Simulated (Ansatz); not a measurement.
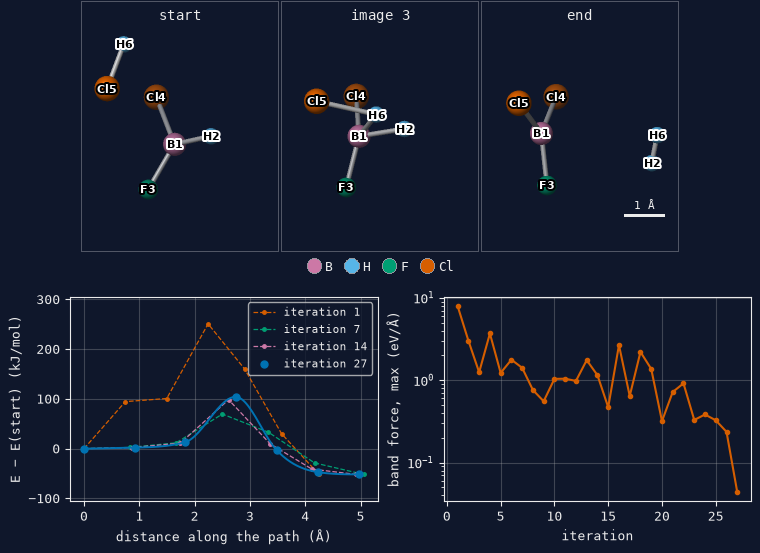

A nudged-elastic-band calculation for BH2Cl2F, made up at the start of BHClF and HCl. Images are numbered from 0 (start) to 6 (end). The plot follows the band through its iterations. A ball-and-stick model, seen from a free direction.

The calculation used RKS B3LYP-D4/cc-pVDZ (Ansatz). Set-up: 5 movable images; climbing image; force threshold 0.05 eV/Å; iteration limit 60; starting path through a guess of the saddle point.

How did the profile develop, and is the result final?

Answer. The result is final at these settings. The band converged in 27 iterations. The largest component of the band force went from 7.9 to 0.044 eV/Å. The climbing image converged on the top of the path. Its vibrational analysis gives one imaginary mode (943i cm⁻¹), as a transition state must have. The first iteration put the highest image at 250.8 kJ/mol. The highest point, image 3, lies 104.1 kJ/mol above the start and 155.8 kJ/mol above the end; the end is at −51.7 kJ/mol relative to the start.

Limits of the set-up: the start holds two separate molecules, 3.3 Å apart at their closest, whose relative position is a soft coordinate.

The run took 6 min on 1 thread of Arm Neoverse V2, on a shared host, peak memory 0.14 GiB.
